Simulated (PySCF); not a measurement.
# AlBrCl (SMILES [Cl][Al][Br]): levels of theory compared

We compute a comparison of 6 runs (U-r2SCAN/STO-3G, U-wB97X-V/STO-3G, UB2PLYP/STO-3G, UB3LYP/STO-3G, UPBE/STO-3G, UPBE0/STO-3G) of AlBrCl. 

The calculation is run with PySCF 2.14.0.

16 further runs of the same task are left out: 12 for a known fault of the program, 4 set aside as unsound or not needed.

### Step 1. Starting point

AlBrCl: 3 atoms, total charge 0, spin state doublet. As SMILES, `[Cl][Al][Br]`. The coordinates come from a PBE0-D4/def2-TZVP relaxation.

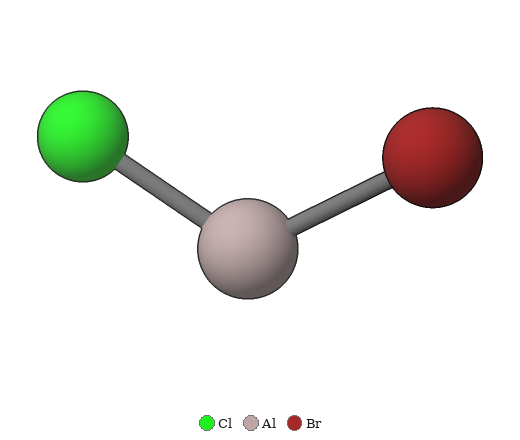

The structure, seen from a chosen angle (chlorine green, aluminium light grey, bromine red).

### Step 2. The energy at U-r2SCAN/STO-3G (run 1)

The input, job.py:

```python
from pyscf import gto, dft

system = gto.Mole()
system.atom = '''
Cl   0.439900   1.761100   0.423900
Al  -0.648100   0.131300  -0.337700
Br   0.197100  -1.957200  -0.099400
'''
system.basis = 'sto-3g'
system.verbose = 3
system.max_memory = 1860
system.spin = 1
system.build()

myscf = dft.UKS(system, xc='r2scan')
myscf.grids.level = 5
myscf.conv_tol = 1e-10
myscf.kernel()
if not myscf.converged:
    myscf = myscf.newton().run(myscf.mo_coeff, myscf.mo_occ)

etot = myscf.e_tot
print(f'total energy: {etot:.8f} hartree')
```

Started as:

```sh
OMP_NUM_THREADS=1 python job.py
```

What it wrote:

```text
WARN: HOMO -0.254963206544565 >= LUMO -0.254963206544579

converged SCF energy = -3240.85076768968  <S^2> = 0.75319627  2S+1 = 2.0031937
total energy: -3240.85076769 hartree
```

Wall time 8.7 s (1 thread of Intel Xeon Platinum 8488C (Sapphire Rapids), shared host); peak memory 0.28 GiB.

### Step 3. The energy at U-wB97X-V/STO-3G (run 2)

The input, calc.py:

```python
from pyscf import gto, dft

mol = gto.Mole()
mol.atom = 'Cl 0.439900 1.761100 0.423900; Al -0.648100 0.131300 -0.337700; Br 0.197100 -1.957200 -0.099400'
mol.max_memory = 1860
mol.spin = 1
mol.basis = 'sto-3g'
mol.verbose = 3
mol.charge = 0
mol.build()

calc0 = dft.UKS(mol)
calc0.xc = 'wb97x-v'
calc0.conv_tol = 1e-10
calc0.grids.level = 5
calc0.nlcgrids.level = 1
calc0.kernel()
if not calc0.converged:
    calc0 = calc0.newton().run(calc0.mo_coeff, calc0.mo_occ)

etot = calc0.e_tot
print(f'total energy: {etot:.8f} hartree')
```

Started as:

```sh
OMP_NUM_THREADS=1 python calc.py
```

What it wrote:

```text
WARN: HOMO -0.257191000539485 >= LUMO -0.257191000539495

converged SCF energy = -3240.53703682385  <S^2> = 0.7524647  2S+1 = 2.0024632
total energy: -3240.53703682 hartree
```

Run time: 22 s. Hardware: 1 thread of Intel Xeon Platinum 8488C (Sapphire Rapids), shared host; peak memory 0.27 GiB.

Runs 3 to 5 aren't shown in full; the table further down has their settings and results.

### Step 4. A single-point energy at UPBE0/STO-3G (run 6)

The input, input.xyz:

```xyz
3
AlBrCl
Cl     0.439900     1.761100     0.423900
Al    -0.648100     0.131300    -0.337700
Br     0.197100    -1.957200    -0.099400
```

The input, input.py:

```python
from pyscf import gto, dft

mol = gto.M(
    atom='input.xyz',
    basis='sto-3g',
    verbose=3,
    max_memory=1860,
    charge=0,
    spin=1,
)

mf = dft.UKS(mol)
mf.xc = 'pbe0'
mf.conv_tol = 1e-10
mf.grids.level = 5
mf.kernel()
if not mf.converged:
    mf = mf.newton().run(mf.mo_coeff, mf.mo_occ)

energy = mf.e_tot
print(f'total energy: {energy:.8f} hartree')
```

Started as:

```sh
OMP_NUM_THREADS=1 python input.py
```

What it wrote:

```text
converged SCF energy = -3240.33217597171  <S^2> = 0.75242875  2S+1 = 2.0024273
total energy: -3240.33217597 hartree
```

Wall time 5.7 s (1 thread of Intel Xeon Platinum 8488C (Sapphire Rapids), shared host); peak memory 0.27 GiB.

### Step 5. All runs side by side

```csv
run,level,nlc grid,frozen core orbitals,energy (Eh),dipole moment (D),HOMO energy (eV),LUMO energy (eV),wall time
1,U-r2SCAN/STO-3G,–,–,-3240.850768,3.31,-2.59,-0.20,8.7 s
2,U-wB97X-V/STO-3G,1,–,-3240.537037,3.49,-5.68,2.12,22 s
3,UB2PLYP/STO-3G,–,19,-3240.178750,3.57,-4.50,1.55,6.3 s
4,UB3LYP/STO-3G,–,–,-3240.774887,3.25,-3.14,-0.18,6.3 s
5,UPBE/STO-3G,–,–,-3239.997270,3.07,-2.16,-0.70,6 s
6,UPBE0/STO-3G,–,–,-3240.332176,3.35,-3.49,0.16,5.7 s
```

### Step 6. Results

| quantity | value |
| --- | --- |
| run 6: total energy | -3240.33218 Eh |
| run 6: dipole moment | 3.35 D |
| run 6: HOMO energy (highest over α and β) | -3.49 eV |
| run 6: LUMO energy (lowest over α and β) | 0.16 eV |
| run 6: ⟨S²⟩ | 0.752 |

In words: The dipole moment (its size) runs from 3.07 D (UPBE/STO-3G) to 3.57 D (UB2PLYP/STO-3G). A double hybrid's value is that of its SCF part. Totals of different functionals can't be ranked against each other. In runs 1, 2, 3, 4, 5, 6 the basis is minimal, so the values are rough. All runs together took 55 s, the longest 22 s.
